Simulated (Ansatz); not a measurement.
# Iridium, omega (AlB2-type) under r²SCAN: structure, energy and stiffness, part 2 of 2

Aim: take iridium in the omega (AlB2-type) structure, relax it, solve it on a dense k-mesh, then scale the cell to 7 volumes from 88 to 112 % of the relaxed one and try a fit of the equation of state. The start is ferromagnetic. The k-meshes are 9×9×12 for the relaxation; 11×11×15 for the dense run; 10×10×13 for the volumes.

Ansatz 0.2.0; DFT, r2SCAN, plane waves (500 eV) with PAW, scalar-relativistic. Earlier steps stand in the parts before.

### 3 The energy on a finer k-mesh

input.yaml

```yaml
crystal:
  lattice:
    - [4.3480506925, 0.0, 0.0]
    - [-2.1740253462, 3.7655223566, 0.0]
    - [0.0, 0.0, 2.6838798638]
  atoms:
    - { symbol: Ir, position: [0.0, 1.0, 0.0], spin: 1.0 }
    - { symbol: Ir, position: [0.3333333333, 0.6666666667, 0.5], spin: 1.0 }
    - { symbol: Ir, position: [0.6666666667, 0.3333333333, 0.5], spin: 1.0 }
hamiltonian:
  xc: r2scan
  pseudopotentials:
    kind: paw
    azcp:
      Ir: "pseudopotentials/Ir.paw.azcp"
basis:
  ecutwfc: 500
  fft_grid_basis: typed
kpoints:
  mp_grid: { grid: [11, 11, 15], shift: [0, 0, 0] }
magnetization:
  spin_polarized: true
scf:
  occupations: { method: fermi_dirac, width: 0.05 }
```

Command:

```sh
ansatz run input.yaml --threads 2 --pin off --max-ram 6144MiB --backend cpu --events-out ev --progress --plain --runs-dir out
```

Output, cut to the lines that bear on the results:

```text
Warning: RAYON_NUM_THREADS=2 ignored (pool sized by the plan → 2); use --threads N
[...]
Pseudopotentials: kind: paw
Pseudopotential: Ir, paw, valence charge 17, recommended cutoff 500 eV (meta_gga), <dir>
Functional definition: r2SCAN
[...]
Crystal: 3 atoms, lattice volume = 43.942 Å³
Basis set: ecut = 500 eV, 1119 PW (Γ), exchange–correlation on 128×128×80 points (64 copies of the dense FFT grid, shifted against one another)
Bands: 33, of which v1, the nominal top of the filled ones, is band 26 counted from 1 (25 counted from 0)
Symmetry: 24 space group operations
Space group: P6/mmm (ITA 191), of the structure as read, at distance tolerance 3.5e-5 Å
Magnetic group: BNS 191.233 (UNI 1463), of the structure as read, at distance tolerance 3.5e-5 Å
k-points: 128 of 1815
[...]
Starting moments: Σ|m| = 3 μB on 3 of 3 sites
[...]
WARN: the starting moments were not kept: the SCF closed with an absolute magnetisation of 3.5e-4 μB, where they sum to 3 μB in size (3 sites). That is at most 0.1 of that sum. Measured as dr2_m measures the in/out step, that magnetisation stands 2.2e-8 eV from none, at or under the [...]
this state was not tested for a lower state beside it, because the mixer in use, unlike msr1, does not test its closes by its own steps (another_mixer; see scf.mixing.algorithm and scf.lower_state_search)
SCF converged after 28 iterations
Magnetization: -0.0003 μB (25.4998 up, 25.5002 down)
Absolute magnetization: 0.0004 μB (∫|ρ↑−ρ↓|, with the PAW one-centre terms)
Spin contamination: 0.0000 ħ² per cell (⟨S²⟩ above its minimum at these occupations)
Per-site moments (μB) at R_I (Å): [(-0.00012328059780340693, 1.1071004438175), (-0.00010234963375221739, 1.0355186480715342), (-0.00010234963375218283, 1.0355186480715342)]
Free energy (F): -35845.114530 eV
[...]
E sigma→0 (E₀):  -35845.095380 eV
Entropy (-TS):   -0.038299 eV (-12.766 meV/atom)
Fermi energy:    24.463387 eV
[...]
```

Run time: 68 s. Hardware: 2 threads of Intel Xeon 6975P-C (Granite Rapids), shared host; peak memory 0.66 GiB.

### 4 Volume × 0.88

Edit input.yaml of step 3 so:

```diff
@@ -2,5 +2,5 @@
   lattice:
-    - [4.3480506925, 0.0, 0.0]
-    - [-2.1740253462, 3.7655223566, 0.0]
-    - [0.0, 0.0, 2.6838798638]
+    - [4.1666672855, 0.0, 0.0]
+    - [-2.0833336427, 3.6084397184, 0.0]
+    - [0.0, 0.0, 2.5719190547]
   atoms:
@@ -19,3 +19,3 @@
 kpoints:
-  mp_grid: { grid: [11, 11, 15], shift: [0, 0, 0] }
+  mp_grid: { grid: [10, 10, 13], shift: [0, 0, 0] }
 magnetization:
@@ -24 +24,8 @@
   occupations: { method: fermi_dirac, width: 0.05 }
+  lower_state_search: "off"
+output:
+  stress: true
+  write_density: true
+  write_potential: true
+  elf: true
+  volumetric_format: npy
```

Command:

```sh
ansatz run input.yaml --threads 2 --pin off --max-ram 6144MiB --backend cpu --events-out ev --progress --plain --runs-dir out
```

Output, cut to the lines that bear on the results:

```text
Warning: RAYON_NUM_THREADS=2 ignored (pool sized by the plan → 2); use --threads N
[...]
[... 3 set-up lines as earlier in the session ...]
[...]
Crystal: 3 atoms, lattice volume = 38.669 Å³
Basis set: ecut = 500 eV, 963 PW (Γ), exchange–correlation on 128×128×80 points (64 copies of the dense FFT grid, shifted against one another)
Bands: 33, of which v1, the nominal top of the filled ones, is band 26 counted from 1 (25 counted from 0)
[... 1 set-up line as earlier in the session ...]
Space group: P6/mmm (ITA 191), of the structure as read, at distance tolerance 3.4e-5 Å
Magnetic group: BNS 191.233 (UNI 1463), of the structure as read, at distance tolerance 3.4e-5 Å
k-points: 98 of 1300
[...]
Starting moments: Σ|m| = 3 μB on 3 of 3 sites
[...]
WARN: the starting moments were not kept: the SCF closed with an absolute magnetisation of 4.2e-5 μB, where they sum to 3 μB in size (3 sites). That is at most 0.1 of that sum. Measured as dr2_m measures the in/out step, that magnetisation stands 3.3e-10 eV from none, at or under the [...]
this state was not tested for a lower state beside it, because the mixer in use, unlike msr1, does not test its closes by its own steps (another_mixer; see scf.mixing.algorithm and scf.lower_state_search)
SCF converged after 21 iterations
Magnetization: 0.0000 μB (25.5000 up, 25.5000 down)
Absolute magnetization: 0.0000 μB (∫|ρ↑−ρ↓|, with the PAW one-centre terms)
Spin contamination: 0.0000 ħ² per cell (⟨S²⟩ above its minimum at these occupations)
Per-site moments (μB) at R_I (Å): [(1.998865163595497e-5, 1.06091661006375), (9.344757638715078e-6, 0.9923209225545753), (9.344757638635064e-6, 0.9923209225545753)]
Free energy (F): -35844.223472 eV
[...]
E sigma→0 (E₀):  -35844.207208 eV
Entropy (-TS):   -0.032528 eV (-10.843 meV/atom)
Fermi energy:    28.733228 eV
[...]
--- Stress (GPa, compression-positive) ---
       64.250354       0.000000       0.000000
        0.000000      64.250354       0.000000
        0.000000       0.000000      56.520814
  P = ⅓ Tr σ = 61.6738 GPa (616.738 kbar)
--- Band table (eV; the first three rows and the last of 196) ---
[...]
```

Run time: 25 s. Hardware: 2 threads of Intel Xeon 6975P-C (Granite Rapids), shared host; peak memory 0.59 GiB.

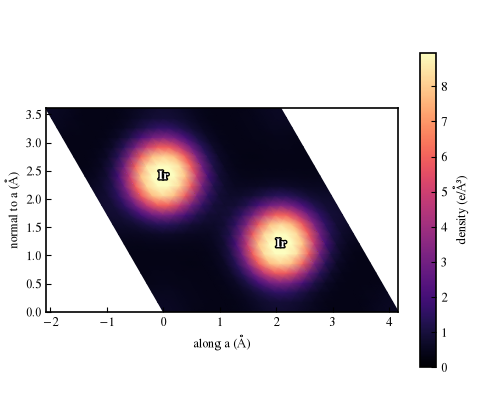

Density in a lattice plane of the grid's cell (edges 4.17 and 4.17 Å, at 0.500 of the third edge), which holds Ir. Only atoms in the plane are labelled. It is the smooth density of the valence electrons, not physical close to the nuclei.

### 5 Volume × 0.92

Edit input.yaml of step 4 so:

```diff
@@ -2,5 +2,5 @@
   lattice:
-    - [4.1666672855, 0.0, 0.0]
-    - [-2.0833336427, 3.6084397184, 0.0]
-    - [0.0, 0.0, 2.5719190547]
+    - [4.2288655193, 0.0, 0.0]
+    - [-2.1144327596, 3.6623049689, 0.0]
+    - [0.0, 0.0, 2.6103115665]
   atoms:
@@ -27,5 +27 @@
   stress: true
-  write_density: true
-  write_potential: true
-  elf: true
-  volumetric_format: npy
```

Command:

```sh
ansatz run input.yaml --threads 2 --pin off --max-ram 6144MiB --backend cpu --events-out ev --progress --plain --runs-dir out
```

Output, cut to the lines that bear on the results:

```text
Warning: RAYON_NUM_THREADS=2 ignored (pool sized by the plan → 2); use --threads N
[...]
[... 3 set-up lines as earlier in the session ...]
[...]
Crystal: 3 atoms, lattice volume = 40.427 Å³
Basis set: ecut = 500 eV, 1011 PW (Γ), exchange–correlation on 128×128×80 points (64 copies of the dense FFT grid, shifted against one another)
Bands: 33, of which v1, the nominal top of the filled ones, is band 26 counted from 1 (25 counted from 0)
[... 2 set-up lines as earlier in the session ...]
Magnetic group: BNS 191.233 (UNI 1463), of the structure as read, at distance tolerance 3.4e-5 Å
k-points: 98 of 1300
[...]
Starting moments: Σ|m| = 3 μB on 3 of 3 sites
[...]
WARN: the starting moments were not kept: the SCF closed with an absolute magnetisation of 1.7e-4 μB, where they sum to 3 μB in size (3 sites). That is at most 0.1 of that sum. Measured as dr2_m measures the in/out step, that magnetisation stands 5.8e-9 eV from none, at or under the [...]
this state was not tested for a lower state beside it, because the mixer in use, unlike msr1, does not test its closes by its own steps (another_mixer; see scf.mixing.algorithm and scf.lower_state_search)
SCF converged after 21 iterations
Magnetization: 0.0002 μB (25.5001 up, 25.4999 down)
Absolute magnetization: 0.0002 μB (∫|ρ↑−ρ↓|, with the PAW one-centre terms)
Spin contamination: 0.0000 ħ² per cell (⟨S²⟩ above its minimum at these occupations)
Per-site moments (μB) at R_I (Å): [(8.44620034337254e-5, 1.07675352118125), (3.875317947834389e-5, 1.0071338664477574), (3.875317947833723e-5, 1.0071338664477574)]
Free energy (F): -35844.753878 eV
[...]
E sigma→0 (E₀):  -35844.736647 eV
Entropy (-TS):   -0.034462 eV (-11.487 meV/atom)
Fermi energy:    27.191343 eV
[...]
--- Stress (GPa, compression-positive) ---
       37.696208      -0.000000      -0.000000
        0.000000      37.696208      -0.000000
       -0.000000      -0.000000      32.735275
  P = ⅓ Tr σ = 36.0426 GPa (360.426 kbar)
```

Run time: 18 s. Hardware: 2 threads of Intel Xeon 6975P-C (Granite Rapids), shared host; peak memory 0.6 GiB.

### 6 Volume × 0.96

Edit input.yaml of step 5 so:

```diff
@@ -2,5 +2,5 @@
   lattice:
-    - [4.2288655193, 0.0, 0.0]
-    - [-2.1144327596, 3.6623049689, 0.0]
-    - [0.0, 0.0, 2.6103115665]
+    - [4.289286047, 0.0, 0.0]
+    - [-2.1446430235, 3.7146306808, 0.0]
+    - [0.0, 0.0, 2.6476067705]
   atoms:
```

Command:

```sh
ansatz run input.yaml --threads 2 --pin off --max-ram 6144MiB --backend cpu --events-out ev --progress --plain --runs-dir out
```

Output, cut to the lines that bear on the results:

```text
Warning: RAYON_NUM_THREADS=2 ignored (pool sized by the plan → 2); use --threads N
[...]
[... 3 set-up lines as earlier in the session ...]
[...]
Crystal: 3 atoms, lattice volume = 42.185 Å³
Basis set: ecut = 500 eV, 1095 PW (Γ), exchange–correlation on 128×128×80 points (64 copies of the dense FFT grid, shifted against one another)
Bands: 33, of which v1, the nominal top of the filled ones, is band 26 counted from 1 (25 counted from 0)
[... 2 set-up lines as earlier in the session ...]
Magnetic group: BNS 191.233 (UNI 1463), of the structure as read, at distance tolerance 3.5e-5 Å
k-points: 98 of 1300
[...]
Starting moments: Σ|m| = 3 μB on 3 of 3 sites
[...]
WARN: the starting moments were not kept: the SCF closed with an absolute magnetisation of 1.7e-4 μB, where they sum to 3 μB in size (3 sites). That is at most 0.1 of that sum. Measured as dr2_m measures the in/out step, that magnetisation stands 5.5e-9 eV from none, at or under the [...]
this state was not tested for a lower state beside it, because the mixer in use, unlike msr1, does not test its closes by its own steps (another_mixer; see scf.mixing.algorithm and scf.lower_state_search)
SCF converged after 21 iterations
Magnetization: 0.0002 μB (25.5001 up, 25.4999 down)
Absolute magnetization: 0.0002 μB (∫|ρ↑−ρ↓|, with the PAW one-centre terms)
Spin contamination: 0.0000 ħ² per cell (⟨S²⟩ above its minimum at these occupations)
Per-site moments (μB) at R_I (Å): [(7.894651656720423e-5, 1.0921377928312501), (4.228066763371193e-5, 1.0215234372200184), (4.2280667633770596e-5, 1.0215234372200184)]
Free energy (F): -35845.034229 eV
[...]
E sigma→0 (E₀):  -35845.015943 eV
Entropy (-TS):   -0.036573 eV (-12.191 meV/atom)
Fermi energy:    25.774911 eV
[...]
--- Stress (GPa, compression-positive) ---
       16.790782      -0.000000      -0.000000
       -0.000000      16.790782       0.000000
       -0.000000       0.000000      14.026841
  P = ⅓ Tr σ = 15.8695 GPa (158.695 kbar)
```

Run time: 21 s. Hardware: 2 threads of Intel Xeon 6975P-C (Granite Rapids), shared host; peak memory 0.61 GiB.

### 7 Volume × 1.0

Edit input.yaml of step 6 so:

```diff
@@ -2,5 +2,5 @@
   lattice:
-    - [4.289286047, 0.0, 0.0]
-    - [-2.1446430235, 3.7146306808, 0.0]
-    - [0.0, 0.0, 2.6476067705]
+    - [4.3480506925, 0.0, 0.0]
+    - [-2.1740253462, 3.7655223566, 0.0]
+    - [0.0, 0.0, 2.6838798638]
   atoms:
```

Command:

```sh
ansatz run input.yaml --threads 2 --pin off --max-ram 6144MiB --backend cpu --events-out ev --progress --plain --runs-dir out
```

Output, cut to the lines that bear on the results:

```text
Warning: RAYON_NUM_THREADS=2 ignored (pool sized by the plan → 2); use --threads N
[...]
[... 3 set-up lines as earlier in the session ...]
[...]
Crystal: 3 atoms, lattice volume = 43.942 Å³
Basis set: ecut = 500 eV, 1119 PW (Γ), exchange–correlation on 128×128×80 points (64 copies of the dense FFT grid, shifted against one another)
Bands: 33, of which v1, the nominal top of the filled ones, is band 26 counted from 1 (25 counted from 0)
[... 2 set-up lines as earlier in the session ...]
Magnetic group: BNS 191.233 (UNI 1463), of the structure as read, at distance tolerance 3.5e-5 Å
k-points: 98 of 1300
[...]
Starting moments: Σ|m| = 3 μB on 3 of 3 sites
[...]
WARN: the starting moments were not kept: the SCF closed with an absolute magnetisation of 1.3e-4 μB, where they sum to 3 μB in size (3 sites). That is at most 0.1 of that sum. Measured as dr2_m measures the in/out step, that magnetisation stands 3.4e-9 eV from none, at or under the [...]
this state was not tested for a lower state beside it, because the mixer in use, unlike msr1, does not test its closes by its own steps (another_mixer; see scf.mixing.algorithm and scf.lower_state_search)
SCF converged after 24 iterations
Magnetization: -0.0001 μB (25.4999 up, 25.5001 down)
Absolute magnetization: 0.0001 μB (∫|ρ↑−ρ↓|, with the PAW one-centre terms)
Spin contamination: 0.0000 ħ² per cell (⟨S²⟩ above its minimum at these occupations)
Per-site moments (μB) at R_I (Å): [(-4.7128737801850735e-5, 1.1071004438175), (-3.6012184412088566e-5, 1.0355186480715342), (-3.601218441223773e-5, 1.0355186480715342)]
Free energy (F): -35845.117809 eV
[...]
E sigma→0 (E₀):  -35845.098384 eV
Entropy (-TS):   -0.038850 eV (-12.950 meV/atom)
Fermi energy:    24.469697 eV
[...]
--- Stress (GPa, compression-positive) ---
        0.342063      -0.000000       0.000000
       -0.000000       0.342063       0.000000
        0.000000       0.000000      -0.674594
  P = ⅓ Tr σ = 0.0032 GPa (0.032 kbar)
```

Wall time 26 s (2 threads of Intel Xeon 6975P-C (Granite Rapids), shared host); peak memory 0.62 GiB.

### 8 Volume × 1.04

Edit input.yaml of step 7 so:

```diff
@@ -2,5 +2,5 @@
   lattice:
-    - [4.3480506925, 0.0, 0.0]
-    - [-2.1740253462, 3.7655223566, 0.0]
-    - [0.0, 0.0, 2.6838798638]
+    - [4.4052684474, 0.0, 0.0]
+    - [-2.2026342237, 3.8150743859, 0.0]
+    - [0.0, 0.0, 2.7191981228]
   atoms:
```

Command:

```sh
ansatz run input.yaml --threads 2 --pin off --max-ram 6144MiB --backend cpu --events-out ev --progress --plain --runs-dir out
```

Output, cut to the lines that bear on the results:

```text
Warning: RAYON_NUM_THREADS=2 ignored (pool sized by the plan → 2); use --threads N
[...]
[... 3 set-up lines as earlier in the session ...]
[...]
Crystal: 3 atoms, lattice volume = 45.700 Å³
Basis set: ecut = 500 eV, 1137 PW (Γ), exchange–correlation on 144×144×80 points (64 copies of the dense FFT grid, shifted against one another)
Bands: 33, of which v1, the nominal top of the filled ones, is band 26 counted from 1 (25 counted from 0)
[... 1 set-up line as earlier in the session ...]
Space group: P6/mmm (ITA 191), of the structure as read, at distance tolerance 3.6e-5 Å
Magnetic group: BNS 191.233 (UNI 1463), of the structure as read, at distance tolerance 3.6e-5 Å
k-points: 98 of 1300
[...]
Starting moments: Σ|m| = 3 μB on 3 of 3 sites
[...]
this state was not tested for a lower state beside it, because the mixer in use, unlike msr1, does not test its closes by its own steps (another_mixer; see scf.mixing.algorithm and scf.lower_state_search)
SCF converged after 23 iterations
Magnetization: 0.4445 μB (25.7223 up, 25.2777 down)
Absolute magnetization: 0.4634 μB (∫|ρ↑−ρ↓|, with the PAW one-centre terms)
Spin contamination: 0.0036 ħ² per cell (⟨S²⟩ above its minimum at these occupations)
Per-site moments (μB) at R_I (Å): [(0.1859520908888882, 1.121669225655), (0.12298030914868482, 1.0491454561277844), (0.1229803091486848, 1.0491454561277844)]
Free energy (F): -35845.046979 eV
[...]
E sigma→0 (E₀):  -35845.026931 eV
Entropy (-TS):   -0.040097 eV (-13.366 meV/atom)
Fermi energy:    23.268053 eV
[...]
--- Stress (GPa, compression-positive) ---
      -12.498250       0.000000       0.000000
        0.000000     -12.498250       0.000000
        0.000000       0.000000     -11.978473
  P = ⅓ Tr σ = -12.3250 GPa (-123.250 kbar)
```

It took 25 s on 2 threads of Intel Xeon 6975P-C (Granite Rapids), shared host; peak memory 0.65 GiB.

### 9 Volume × 1.08

Edit input.yaml of step 8 so:

```diff
@@ -2,5 +2,5 @@
   lattice:
-    - [4.4052684474, 0.0, 0.0]
-    - [-2.2026342237, 3.8150743859, 0.0]
-    - [0.0, 0.0, 2.7191981228]
+    - [4.4610372594, 0.0, 0.0]
+    - [-2.2305186297, 3.8633715939, 0.0]
+    - [0.0, 0.0, 2.7536220065]
   atoms:
```

Command:

```sh
ansatz run input.yaml --threads 2 --pin off --max-ram 6144MiB --backend cpu --events-out ev --progress --plain --runs-dir out
```

Output, cut to the lines that bear on the results:

```text
Warning: RAYON_NUM_THREADS=2 ignored (pool sized by the plan → 2); use --threads N
[...]
[... 3 set-up lines as earlier in the session ...]
[...]
Crystal: 3 atoms, lattice volume = 47.458 Å³
Basis set: ecut = 500 eV, 1181 PW (Γ), exchange–correlation on 144×144×96 points (64 copies of the dense FFT grid, shifted against one another)
Bands: 33, of which v1, the nominal top of the filled ones, is band 26 counted from 1 (25 counted from 0)
[... 2 set-up lines as earlier in the session ...]
Magnetic group: BNS 191.233 (UNI 1463), of the structure as read, at distance tolerance 3.6e-5 Å
k-points: 98 of 1300
[...]
Starting moments: Σ|m| = 3 μB on 3 of 3 sites
[...]
this state was not tested for a lower state beside it, because the mixer in use, unlike msr1, does not test its closes by its own steps (another_mixer; see scf.mixing.algorithm and scf.lower_state_search)
SCF converged after 19 iterations
Magnetization: 1.1074 μB (26.0537 up, 24.9463 down)
Absolute magnetization: 1.1572 μB (∫|ρ↑−ρ↓|, with the PAW one-centre terms)
Spin contamination: 0.0115 ħ² per cell (⟨S²⟩ above its minimum at these occupations)
Per-site moments (μB) at R_I (Å): [(0.43853211699819294, 1.1358690776812501), (0.3212840341292294, 1.06242718831828), (0.3212840341292291, 1.06242718831828)]
Free energy (F): -35844.860129 eV
[...]
E sigma→0 (E₀):  -35844.842432 eV
Entropy (-TS):   -0.035394 eV (-11.798 meV/atom)
Fermi energy:    22.170861 eV
[...]
--- Stress (GPa, compression-positive) ---
      -22.257962       0.000000       0.000000
        0.000000     -22.257962       0.000000
        0.000000       0.000000     -19.866588
  P = ⅓ Tr σ = -21.4608 GPa (-214.608 kbar)
```

Run time: 20 s. Hardware: 2 threads of Intel Xeon 6975P-C (Granite Rapids), shared host; peak memory 0.69 GiB.

### 10 Volume × 1.12

Edit input.yaml of step 9 so:

```diff
@@ -2,5 +2,5 @@
   lattice:
-    - [4.4610372594, 0.0, 0.0]
-    - [-2.2305186297, 3.8633715939, 0.0]
-    - [0.0, 0.0, 2.7536220065]
+    - [4.515445515, 0.0, 0.0]
+    - [-2.2577227575, 3.9104905254, 0.0]
+    - [0.0, 0.0, 2.7872060726]
   atoms:
```

Command:

```sh
ansatz run input.yaml --threads 2 --pin off --max-ram 6144MiB --backend cpu --events-out ev --progress --plain --runs-dir out
```

Output, cut to the lines that bear on the results:

```text
Warning: RAYON_NUM_THREADS=2 ignored (pool sized by the plan → 2); use --threads N
[...]
[... 3 set-up lines as earlier in the session ...]
[...]
Crystal: 3 atoms, lattice volume = 49.215 Å³
Basis set: ecut = 500 eV, 1229 PW (Γ), exchange–correlation on 144×144×96 points (64 copies of the dense FFT grid, shifted against one another)
Bands: 33, of which v1, the nominal top of the filled ones, is band 26 counted from 1 (25 counted from 0)
[... 1 set-up line as earlier in the session ...]
Space group: P6/mmm (ITA 191), of the structure as read, at distance tolerance 3.7e-5 Å
Magnetic group: BNS 191.233 (UNI 1463), of the structure as read, at distance tolerance 3.7e-5 Å
k-points: 98 of 1300
[...]
Starting moments: Σ|m| = 3 μB on 3 of 3 sites
[...]
this state was not tested for a lower state beside it, because the mixer in use, unlike msr1, does not test its closes by its own steps (another_mixer; see scf.mixing.algorithm and scf.lower_state_search)
SCF converged after 18 iterations
Magnetization: 1.3306 μB (26.1653 up, 24.8347 down)
Absolute magnetization: 1.3946 μB (∫|ρ↑−ρ↓|, with the PAW one-centre terms)
Spin contamination: 0.0147 ħ² per cell (⟨S²⟩ above its minimum at these occupations)
Per-site moments (μB) at R_I (Å): [(0.5323209437635963, 1.1497225049475), (0.38678851226485317, 1.0753848944842448), (0.386788512264853, 1.0753848944842448)]
Free energy (F): -35844.582809 eV
[...]
E sigma→0 (E₀):  -35844.566218 eV
Entropy (-TS):   -0.033184 eV (-11.061 meV/atom)
Fermi energy:    21.145062 eV
[...]
--- Stress (GPa, compression-positive) ---
      -29.942253      -0.000000       0.000000
       -0.000000     -29.942253       0.000000
        0.000000       0.000000     -26.492476
  P = ⅓ Tr σ = -28.7923 GPa (-287.923 kbar)
```

It took 20 s on 2 threads of Intel Xeon 6975P-C (Granite Rapids), shared host; peak memory 0.7 GiB.

### 11 Fitting the volumes

The cell was scaled evenly, with its shape and the fractional positions fixed.

```tsv
V (Å³/atom)	E − lowest (meV/atom)	P from the stress (GPa)	largest moment (μB)
12.890	297.1	61.67	0.00
13.476	120.6	36.04	0.00
14.062	27.5	15.87	0.00
14.647	0.0	0.00	0.00
15.233	23.8	-12.32	0.19
15.819	85.3	-21.46	0.44
16.405	177.4	-28.79	0.53
```

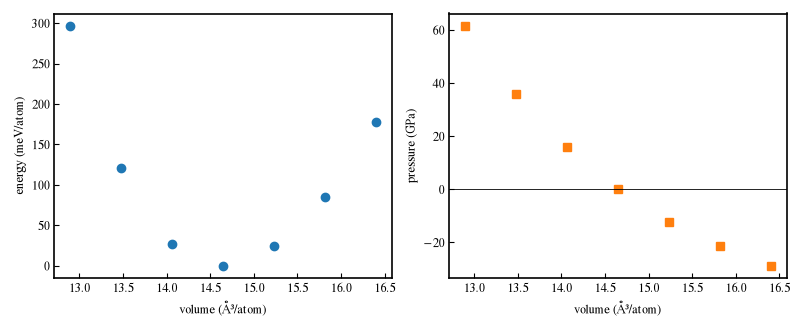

Energy and pressure against volume.

No single fit is made: the magnetic state changes along the curve.

### 12 Results

The summary covers parts 1 to 2.

```
                      quantity                                   value
space group (spins left aside)                        P6/mmm (No. 191)
             conventional cell  a = 4.348 Å, c = 2.684 Å (c/a = 0.617)
                        volume                          14.647 Å³/atom
             shortest distance                                 2.510 Å
               gap on the mesh            none (levels filled in part)
                magnetic state                            non-magnetic
               relative to fcc                           +362 meV/atom
```

In words: From the guessed start the volume grew by 3.5 % in 6 steps. It lies 362 meV/atom above the element's reference form at the same level (fcc, from a run of its own), so it is far from stable. The moments die out: the run ends non-magnetic. Levels at the Fermi energy are filled in part, as in a metal. The symmetry was held, so the structure may be unstable against distortions that break it.
